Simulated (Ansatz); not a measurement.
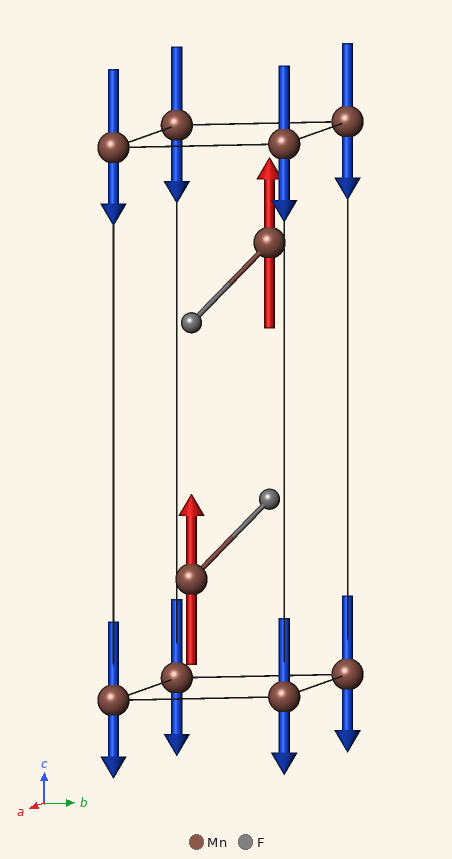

This ball-and-stick model is shown slightly off an axis. The simulation cell is drawn as a box. Arrows are the site magnetic moments above 0.25 μB (those induced on non-metal atoms are left out); longer means larger, and red and blue are up and down (without spin-orbit coupling the axis itself is arbitrary).

This is the state reached for Mn$_{3}$F$_{2}$. Level of theory: DFT PBE, scalar-relativistic, plane waves, PAW (Ansatz). Settings were a cutoff energy of 420 eV, k-grid 12×12×4, Gaussian smearing of 0.1 eV, collinear spins.

Classify the order and state the moments.

Ferrimagnetic (within this cell). Site moments: 2 Mn +3.5 μB and 1 Mn −2.7 μB. The net spin moment of the whole cell is 5.2 μB, including what lies between the atoms and on sites without an arrow.

The cell started as a textbook structure type filled with these elements (whether it is the usual form wasn't checked). It is drawn as it came out of a relaxation with Ansatz, DFT PBE, scalar-relativistic, plane waves, PAW.
